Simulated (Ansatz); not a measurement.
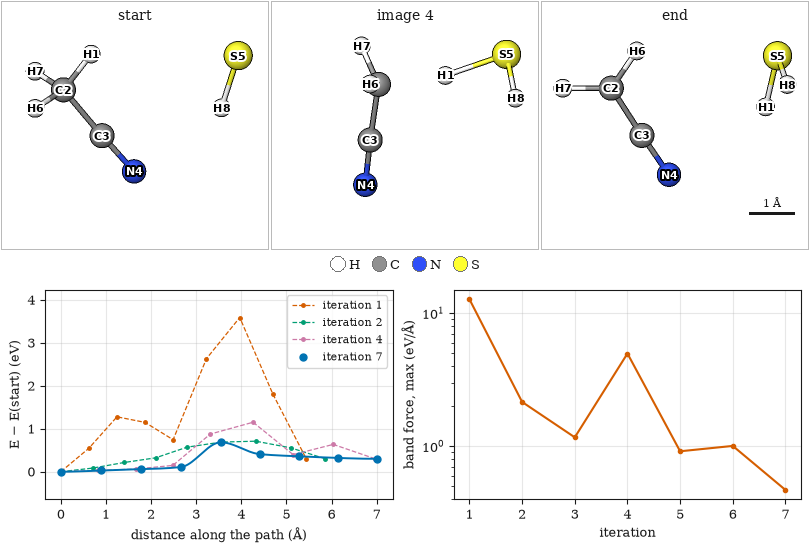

A search for the minimum-energy path of C$_{2}$H$_{4}$NS (multiplicity 2), made up of C₂H₃N and HS by the nudged elastic band. Images are numbered from 0 (start) to 8 (end). The plot follows the band through its iterations. A ball-and-stick model, seen from a free direction.

Computed with Ansatz, UKS PBE0-D4/def2-SVPD. Run with 7 movable images; climbing image; force threshold 0.5 eV/Å; iteration limit 60; starting path through a guess of the saddle point.

> Judge this run.

The run met only a loose threshold, so the barrier can't be trusted yet. The band converged in 7 iterations. The largest component of the band force went from 13 to 0.47 eV/Å. The climbing image converged on the top of the path. Its curvatures weren't checked. The force threshold is so loose that the height of the top is at best an upper bound. The first iteration put the highest image at 3.59 eV. The energy climbs by 0.68 eV to image 4 and then falls by 0.38 eV, so the end point sits at +0.30 eV.

Limits of the set-up: the start holds two separate molecules, 2.5 Å apart at their closest, whose relative position is a soft coordinate.

The run took 5.9 min on 4 threads of Arm Neoverse N1, on a shared host, peak memory 0.41 GiB.
